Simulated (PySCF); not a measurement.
## Electronic structure of C3H11Si2 (SMILES [CH2]CC([SiH3])[SiH3]) (doublet) in real space

```yaml
atoms:
  - { symbol: C, position_ang: [-2.0716, -0.6792, -0.1745] }
  - { symbol: C, position_ang: [-1.1925, 0.4847, -0.0291] }
  - { symbol: C, position_ang: [0.2645, 0.1145, -0.4178] }
  - { symbol: Si, position_ang: [0.7847, -1.4924, 0.4689] }
  - { symbol: Si, position_ang: [1.4292, 1.5926, -0.1296] }
  - { symbol: H, position_ang: [-2.4582, -1.2017, 0.6777] }
  - { symbol: H, position_ang: [-2.2780, -1.0742, -1.1513] }
  - { symbol: H, position_ang: [-1.2058, 0.8465, 1.0006] }
  - { symbol: H, position_ang: [-1.5182, 1.3037, -0.6828] }
  - { symbol: H, position_ang: [0.2703, -0.1010, -1.4920] }
  - { symbol: H, position_ang: [0.1069, -2.6603, -0.0986] }
  - { symbol: H, position_ang: [0.4698, -1.3850, 1.8942] }
  - { symbol: H, position_ang: [2.2302, -1.6750, 0.3066] }
  - { symbol: H, position_ang: [2.7726, 1.2607, -0.6044] }
  - { symbol: H, position_ang: [0.9264, 2.7515, -0.8756] }
  - { symbol: H, position_ang: [1.4621, 1.9236, 1.2963] }
```

Geometry: GFN2-xTB.

Method: UKS B3LYP, pcH-1 on C H Si, non-relativistic, mean-field spin-orbit, GIAO (PySCF 2.14.0, density-fitted response routines).

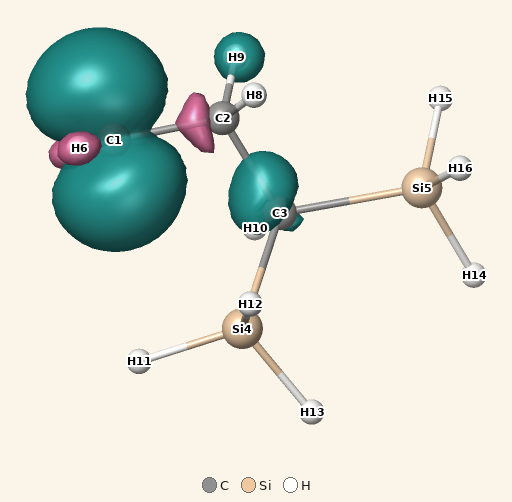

Figure 1. Isosurfaces of the spin density (α minus β) at +0.03 (teal) and −0.03 e/Å³ (pink), seen at a tilt.

### Describe the spin distribution.

The unpaired spin (1 electron) lies mostly on C1 (about 0.7), in electrons by Hirshfeld's partition.

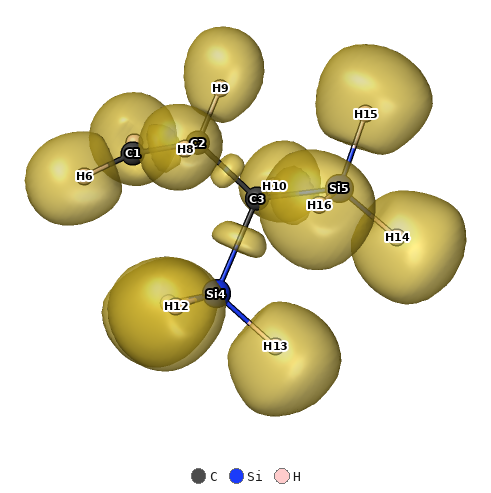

Figure 2. Isosurface of the electron localisation function at 0.85 (yellow), seen at a tilt. Only the valence region is drawn (cores and ρ < 0.01 e/Å³ removed).

### Where are the electrons localised?

The ELF exceeds this value in two regions between bonded C–C atoms (shared pairs), two regions between bonded C–Si atoms (shared pairs) and eleven regions around hydrogen nuclei. Along the contacts the grid gives the following. C–C (1.47 Å): the ELF peaks at about 0.95 between the atoms, as expected for localised, covalent bonding. C–Si (1.90 Å): the ELF peaks at about 0.95 between the atoms; a covalent bond.

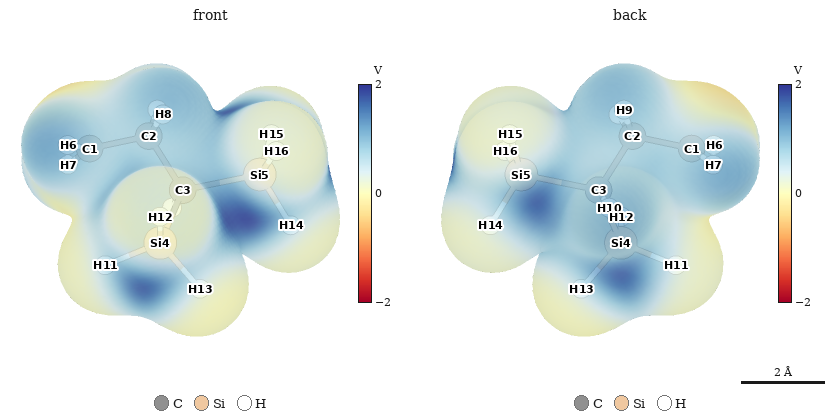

Figure 3. The molecular electrostatic potential painted on the density surface at 0.004 e/bohr³, seen from the front and from behind; red is negative and blue positive.

### Describe the electrostatic potential map.

The most negative region (about −0.3 V) lies over the π face of C1, the most positive (about +1.8 V) over Si4 and Si5.

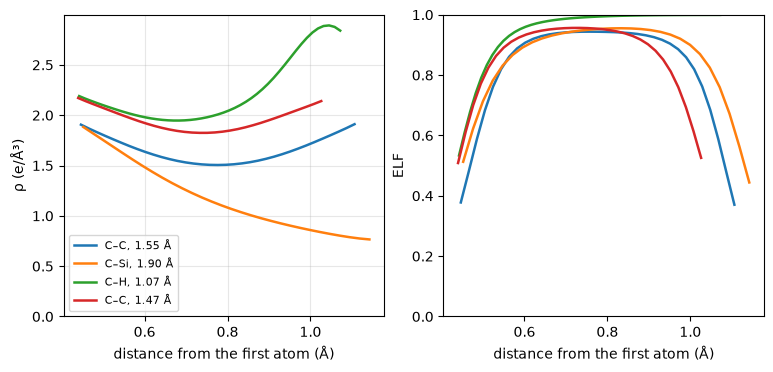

Figure 4. Electron density and ELF along straight lines between neighbouring atoms. The curves leave out the atomic cores.

### What can be read from the curves?

C–C (1.55 Å): ρ at the midpoint is about 1.5 e/Å³; the ELF peaks at about 0.95 between the atoms: a covalent bond.
C–Si (1.90 Å): ρ at the midpoint is about 0.9 e/Å³; the ELF peaks at about 0.95 between the atoms; a covalent bond.
C–H (1.07 Å): ρ at the midpoint is about 2.1 e/Å³; the ELF climbs to about 1 towards the hydrogen, as it does in any bond to H (a covalent bond by its length).
C–C (1.47 Å): the density is about 1.8 e/Å³ at the midpoint; the ELF peaks at about 0.95 between the atoms (a covalent bond).
